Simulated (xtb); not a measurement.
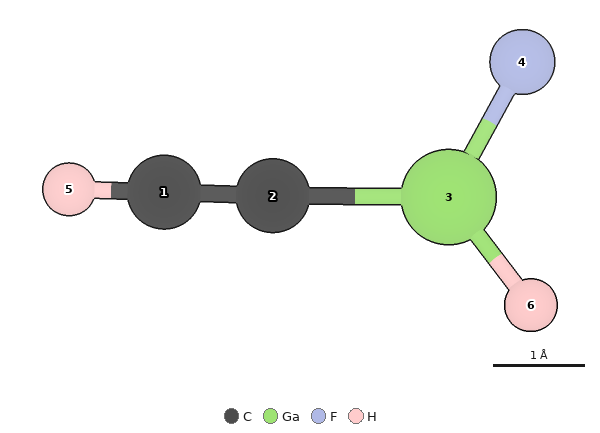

*The input geometry (ball-and-stick view, seen at a tilt; atoms are numbered from 1 in the order of the input). Sticks mark near contacts.*

Bond lengths as drawn: C–C 1.21 Å, C–Ga 1.95 Å, C–H 1.06 Å, F–Ga 1.74 Å and Ga–H 1.53 Å.

Molecular dynamics, with input and output: C₂H₂FGa (charge −1) (part 1 of 2)

- system: C₂H₂FGa, charge −1, multiplicity 2
- method: GFN2-xTB (xtb 6.7.1)

The geometry comes from this level: GFN2-xTB.

### What the program printed
```
* xtb version 6.7.1
   ID    Z sym.   atoms
    1    6 C      1, 2
    2   31 Ga     3
    3    9 F      4
    4    1 H      5, 6

           -------------------------------------------------
          |                Calculation Setup                |
           -------------------------------------------------

          program call               : xtb geo.gen --gfn2 --etemp 7000 --input input.inp --md
          coordinate file            : geo.gen
          omp threads                :                     1

           -------------------------------------------------
          |                 G F N 2 - x T B                 |
           -------------------------------------------------

      * Hamiltonian:
        H0-scaling (s, p, d)           1.850000    2.230000    2.230000
        zeta-weighting                 0.500000
      * Dispersion:
        s8                             2.700000
        a1                             0.520000
        a2                             5.000000
        s9                             5.000000
      * Repulsion:
        kExp                           1.500000    1.000000
        rExp                           1.000000
      * Coulomb:
        alpha                          2.000000
        third order                    shell-resolved
        anisotropic                    true
        a3                             3.000000
        a5                             4.000000
        cn-shift                       1.200000
        cn-exp                         4.000000
        max-rad                        5.000000

          ...................................................
          :                      SETUP                      :
          :.................................................:
          :  # basis functions                  24          :
          :  # atomic orbitals                  23          :
          :  # shells                           11          :
          :  # electrons                        21          :
          :  max. iterations                   250          :
          :  Hamiltonian                  GFN2-xTB          :
          :  restarted?                      false          :
          :  GBSA solvation                  false          :
          :  PC potential                    false          :
          :  electronic temp.         7000.0000000     K    :
          :  accuracy                    1.0000000          :
          :  -> integral cutoff          0.2500000E+02      :
          :  -> integral neglect         0.1000000E-07      :
          :  -> SCF convergence          0.1000000E-05 Eh   :
          :  -> wf. convergence          0.1000000E-03 e    :
          :  Broyden damping             0.4000000          :
          :  net charge                         -1          :
          :  unpaired electrons                  1          :
          ...................................................

 iter      E             dE          RMSdq      gap      omega  full diag
   1    -11.4422437 -0.114422E+02  0.112E+01    0.81       0.0  T
   2    -11.4659244 -0.236807E-01  0.935E+00    0.02       1.0  T
   3    -11.5078154 -0.418909E-01  0.447E+00    0.66       1.0  T
   4    -11.4906552  0.171602E-01  0.246E+00    0.57       1.0  T
   5    -11.5124240 -0.217688E-01  0.116E+00    0.72       1.0  T
   6    -11.5150937 -0.266970E-02  0.313E-01    0.71       1.0  T
   7    -11.5151435 -0.497236E-04  0.191E-01    0.75       1.0  T
   8    -11.5151923 -0.488167E-04  0.491E-02    0.73       1.0  T
   9    -11.5151932 -0.948313E-06  0.271E-02    0.74       1.5  T
  10    -11.5151935 -0.320155E-06  0.128E-02    0.74       3.2  T
  11    -11.5151937 -0.119456E-06  0.813E-04    0.74      50.2  T
  12    -11.5151937 -0.736646E-09  0.370E-04    0.74     110.3  T

   *** convergence criteria satisfied after 12 iterations ***

         #    Occupation            Energy/Eh            Energy/eV
      -------------------------------------------------------------
         1        2.0000           -0.5863177             -15.9545
       ...           ...                  ...                  ...
         5        1.9994           -0.2804513              -7.6315
         6        1.9994           -0.2799817              -7.6187
         7        1.9988           -0.2637836              -7.1779
         8        1.9905           -0.2176324              -5.9221
         9        1.9880           -0.2124094              -5.7800
        10        1.9874           -0.2113537              -5.7512
        11        0.6056           -0.0334856              -0.9112 (HOMO)
        12        0.2948           -0.0061757              -0.1680 (LUMO)
        13        0.1240            0.0175459               0.4774
        14        0.0120            0.0719586               1.9581
        15        0.0002            0.1590789               4.3288
        16        0.0000            0.2016218               5.4864
       ...           ...                  ...                  ...
        23                          1.4794654              40.2583
      -------------------------------------------------------------
                  HL-Gap            0.0273099 Eh            0.7431 eV
             Fermi-level           -0.0702841 Eh           -1.9125 eV

 SCC (total)                   0 d,  0 h,  0 min,  0.003 sec
 SCC setup                      ...        0 min,  0.000 sec (  1.769%)
 Dispersion                     ...        0 min,  0.000 sec (  0.749%)
 classical contributions        ...        0 min,  0.000 sec (  0.165%)
 integral evaluation            ...        0 min,  0.000 sec ( 14.178%)
 iterations                     ...        0 min,  0.002 sec ( 59.452%)
 molecular gradient             ...        0 min,  0.001 sec ( 21.488%)
 printout                       ...        0 min,  0.000 sec (  1.809%)

         :::::::::::::::::::::::::::::::::::::::::::::::::::::
         ::                     SUMMARY                     ::
         :::::::::::::::::::::::::::::::::::::::::::::::::::::
         :: total energy             -11.369525219191 Eh    ::
         :: gradient norm              0.082795030393 Eh/a0 ::
         :: HOMO-LUMO gap              0.743141474038 eV    ::
         ::.................................................::
         :: SCC energy               -11.515193784715 Eh    ::
         :: -> isotropic ES            0.123434062448 Eh    ::
         :: -> anisotropic ES          0.009777087975 Eh    ::
         :: -> anisotropic XC          0.006003740073 Eh    ::
         :: -> dispersion             -0.003126300889 Eh    ::
         :: repulsion energy           0.145668565524 Eh    ::
         :: add. restraining           0.000000000000 Eh    ::
         :: total charge              -1.000000000005 e     ::
         :::::::::::::::::::::::::::::::::::::::::::::::::::::

           -------------------------------------------------
          |                Property Printout                |
           -------------------------------------------------

    * Orbital Energies and Occupations

         #    Occupation            Energy/Eh            Energy/eV
      -------------------------------------------------------------
         1        2.0000           -0.5863177             -15.9545
         2        2.0000           -0.3985945             -10.8463
         3        2.0000           -0.3410125              -9.2794
         4        1.9999           -0.3191016              -8.6832
         5        1.9994           -0.2804513              -7.6315
         6        1.9994           -0.2799817              -7.6187
         7        1.9988           -0.2637836              -7.1779
         8        1.9905           -0.2176324              -5.9221
         9        1.9880           -0.2124094              -5.7800
        10        1.9874           -0.2113537              -5.7512
        11        0.6056           -0.0334856              -0.9112 (HOMO)
        12        0.2948           -0.0061757              -0.1680 (LUMO)
        13        0.1240            0.0175459               0.4774
        14        0.0120            0.0719586               1.9581
        15        0.0002            0.1590789               4.3288
        16        0.0000            0.2016218               5.4864
        17        0.0000            0.2663751               7.2484
        18        0.0000            0.2698668               7.3435
        19                          0.3452552               9.3949
        20                          0.5683831              15.4665
        21                          1.0756882              29.2710
        22                          1.3169144              35.8351
        23                          1.4794654              40.2583
      -------------------------------------------------------------
                  HL-Gap            0.0273099 Eh            0.7431 eV
             Fermi-level           -0.0702841 Eh           -1.9125 eV

     #   Z          covCN         q      C6AA      α(0)
     1   6          1.910    -0.161    35.700     9.649
     2   6          1.847    -0.122    34.581     9.499
     3  31          2.471    -0.209   224.346    33.590
     4   9          0.693    -0.319    12.554     4.183
     5   1          0.928    -0.026     3.559     2.950
     6   1          0.909    -0.163     8.373     4.527

 Mol. C6AA /au·bohr⁶  :       1195.032289
 Mol. C8AA /au·bohr⁸  :      62614.273917
 Mol. α(0) /au        :         64.398326

Wiberg/Mayer (AO) data.
largest (>0.10) Wiberg bond orders for each atom

 ---------------------------------------------------------------------------
     #   Z sym  total        # sym  WBO       # sym  WBO       # sym  WBO
 ---------------------------------------------------------------------------
     1   6      3.683 --     2      2.602     5      0.962     3      0.110
     2   6      3.630 --     1      2.602     3      0.932
     3  31      2.967 --     4      1.120     2      0.932     6      0.787
                             1      0.110
     4   9      1.168 --     3      1.120
     5   1      0.992 --     1      0.962
     6   1      0.878 --     3      0.787
 ---------------------------------------------------------------------------

Topologies differ in total number of bonds
Writing topology from bond orders to xtbtopo.mol

molecular dipole:
                 x           y           z       tot (Debye)
 q only:       -0.183       1.089      -1.154
   full:       -0.172       1.070      -1.111       3.946
molecular quadrupole (traceless):
                xx          xy          yy          xz          yz          zz
 q only:        6.621       0.342      -2.157      -2.989       6.988      -4.464
  q+dip:        4.343      -0.558      -3.687      -1.249       3.868      -0.656
   full:        6.162      -0.402      -3.353      -2.553       5.491      -2.809

           -------------------------------------------------
          | TOTAL ENERGY              -11.369525219191 Eh   |
          | GRADIENT NORM               0.082795030393 Eh/α |
          | HOMO-LUMO GAP               0.743141474038 eV   |
           -------------------------------------------------
           -------------------------------------------------
          |               Molecular Dynamics                |
           -------------------------------------------------
 trajectories on xtb.trj or xtb.trj.<n>

 MD time /ps        :    0.50
 dt /fs             :    0.50
 SCC accuracy       :    2.00
 temperature /K     :  300.00
 max steps          :  1000
 block length (av.) :  5000
 dumpstep(trj) /fs  :   20.00    40
 dumpstep(coords)/fs: 1000.00  2000
 H atoms mass (amu) :     1
 # deg. of freedom  :    18
 SHAKE off
 Berendsen THERMOSTAT on
         time (ps)    <Epot>      Ekin   <T>   T     Etot
      0    0.00      0.00000   0.0171    0.    0.   -11.35242
    200    0.10    -11.32062   0.0134  750.  472.   -11.35658
    400    0.20    -11.35016   0.0315  759. 1104.   -11.35881
    600    0.30    -11.36224   0.0300  803. 1053.   -11.36268
    800    0.40    -11.36956   0.0238  837.  835.   -11.36592
 average properties
 Epot               :  -11.374275632212500
 Epot (accurate SCC):  -11.385815265823172
 Ekin               :   2.4074642469014234E-002
 Etot               :  -11.350200989743486
 T                  :   844.68644314581138
 thermostating problem
 normal exit of md()

------------------------------------------------------------------------
------------------------------------------------------------------------
 total:
 *  cpu-time:     0 d,  0 h,  0 min,  1.801 sec
 * ratio c/w:     1.000 speedup
 SCF:
 *  cpu-time:     0 d,  0 h,  0 min,  0.003 sec
 * ratio c/w:     1.000 speedup
 MD:
 *  cpu-time:     0 d,  0 h,  0 min,  1.791 sec
 * ratio c/w:     1.000 speedup
```

### Standard error
```
normal termination of xtb
```
